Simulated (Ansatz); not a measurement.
Relaxed Mo (bcc, W type):

```
Mo
1.0
   -3.15088     3.15088     3.15088
    1.57544    -1.57544     1.57544
    1.57544     1.57544    -1.57544
Mo
2
Direct
  0.00000   0.00000   0.00000
  0.50000   0.00000   0.00000
```

The atoms are displaced by Q × the pattern below (from a DFPT mode at N = (0.5, 0.0, 0.0), largest move 1; Q in Å), at fixed cell. (q is in reciprocal vectors of the primitive cell; the cell shown is doubled to hold the pattern.)

```csv
atom,x,y,z
Mo1,1.000,0.000,0.000
Mo2,-1.000,0.000,0.000
```

These are r2SCAN (plane waves to 500 eV, PAW, scalar-relativistic; Ansatz, a program for electronic structure) values and carry that method's errors. k mesh 21×21×21 (Γ-centred), Fermi-Dirac smearing 0.05 eV. The energy includes the smearing's −TS. With partly filled bands, energies and forces of such displacements shift with the k mesh and the smearing. Mo is run without spin polarisation. Mo was relaxed with its symmetry unable to fall. The PAW data are Ansatz's earlier set. The zero of ΔE is the undisplaced structure.

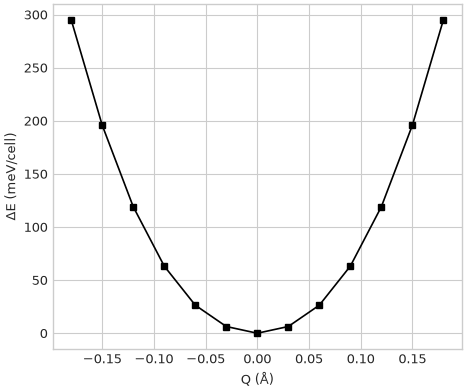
Figure. ΔE (meV/cell) against Q (Å); computed points joined by lines.

### Question
What is the energy change at Q = 0.180 Å?

### Answer
About 300 meV/cell.

### Question
What harmonic wavenumber does the curvature at Q = 0 give?

### Answer
About 140 cm⁻¹.

(A displaced cell: forces are minus the slopes of the energy, force constants its curvatures, and phonons follow from these.)
